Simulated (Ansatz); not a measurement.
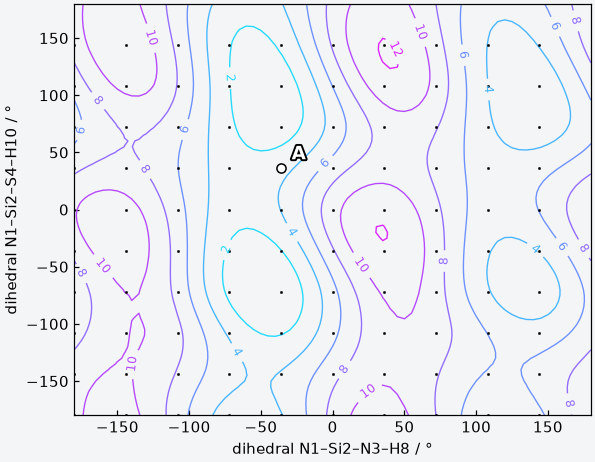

ClH5N2SSi, SMILES N[Si](N)(S)Cl. First axis: dihedral N1–Si2–N3–H8. Second axis: dihedral N1–Si2–S4–H10. Nothing is relaxed (all other coordinates rigid). Grid: 10 × 10 points. All energies are given in kcal/mol relative to the relaxed molecule at the same level. All numbers below come from RKS PBE-D4/def2-SVP (Ansatz).

In the figure: contour lines labelled in kcal/mol, dots at the grid points, the point A. Between grid points the surface is interpolated.

Q: Which way does the force act at A, and how strong is it?

A: A, at dihedral N1–Si2–N3–H8 = −36°, dihedral N1–Si2–S4–H10 = 36°, is not a stationary point. The computed force is 0.067 kcal/mol for each degree towards smaller values of dihedral N1–Si2–N3–H8 and 0.06 kcal/mol for each degree towards larger values of dihedral N1–Si2–S4–H10.
